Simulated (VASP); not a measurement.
Band structure of RuAl (CsCl type). These are RPBE GGA, VASP's PBE PAW potentials (set 64) (plane waves; VASP 6.6.1) values and carry that method's errors.

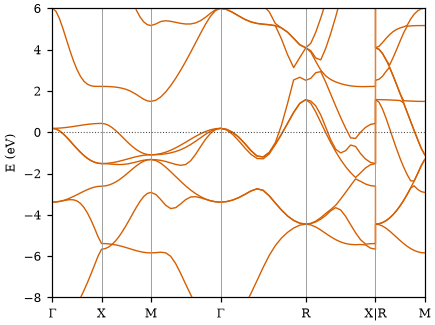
Bands along high-symmetry lines, zero at the valence-band maximum or, without a gap, the Fermi level

Q: Read the plot: is there a gap, and where are the band edges?

A: It has no gap at this level: it comes out as a metal or semimetal. (Edges off the drawn lines would not show.)

The compound is RuAl in the CsCl type structure. It was relaxed first. The electron count is odd and the run is not spin-polarised, which forces a metal.
